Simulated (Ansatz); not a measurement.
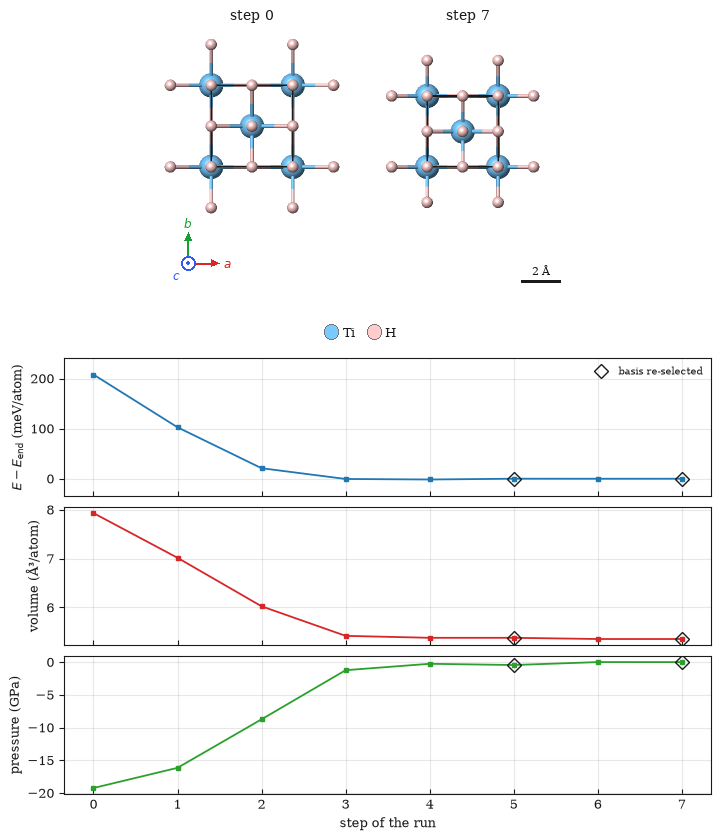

First and last geometry of a relaxation of crystalline TiH5 (a generated structure, set up in I4/mmm) (coarse preliminary run), with the history of the run. The picture is a ball-and-stick view of the conventional cell (2 times the calculation's cell), seen along the c axis. Lengths and directions refer to the drawn axes.

Level of theory: Ansatz, DFT PBE, scalar-relativistic, plane waves, PAW.

The input:
```yaml
crystal:
  lattice:
    - [-2.13628454, 2.13628454, 2.6071835]
    - [2.13628454, -2.13628454, 2.6071835]
    - [2.13628454, 2.13628454, -2.6071835]
  atoms:
    - { symbol: Ti, position: [0.5, 0.5, 0.0] }
    - { symbol: H, position: [0.75, 0.25, 0.5] }
    - { symbol: H, position: [0.25, 0.75, 0.5] }
    - { symbol: H, position: [0.5, 0.0, 0.5] }
    - { symbol: H, position: [0.0, 0.5, 0.5] }
    - { symbol: H, position: [0.0, 0.0, 0.0] }
basis:
  ecutwfc: 420
kpoints:
  mp_grid: { grid: [6, 6, 6] }
hamiltonian:
  xc: pbe
scf:
  occupations: { method: gaussian, width: 0.1 }
  lower_state_search: "off"
output:
  forces: true
  stress: true
  eigenvalues: true
relax:
  adjacent_minimum: "off"
  f_tol: 0.04
  max_steps: 70
  cell: { stress_tol: 0.4 }
```

Launched with:
```bash
ansatz run input.yaml --threads 1 --pin off --max-ram 2560MiB --backend cpu --events-out ev --progress --plain --runs-dir out
```

**Read the history and describe the run.**

It converged. After 5 accepted moves (7 points after the start) the energy has fallen by 208 meV per atom. All forces vanish by symmetry, so only the cell relaxes. Pressure: −19.23 GPa at the start and 0.00 GPa at the end. At 2 points the geometry stayed and the basis and grid were re-selected for the new cell (energy shift of 1.6 meV per atom at most each time). No atom moves by more than 0.005 Å relative to the cell. Cell: a = b 4.273 → 3.715 Å (−13.1 %), c 5.214 → 4.657 Å (−10.7 %). Volume −32.5 %. Among the contacts that change: Ti1–H2 2.503 → 2.192 Å, Ti1–H4 2.136 → 1.857 Å, Ti1–H6 2.607 → 2.328 Å. The space group stays I4/mmm (No. 139).
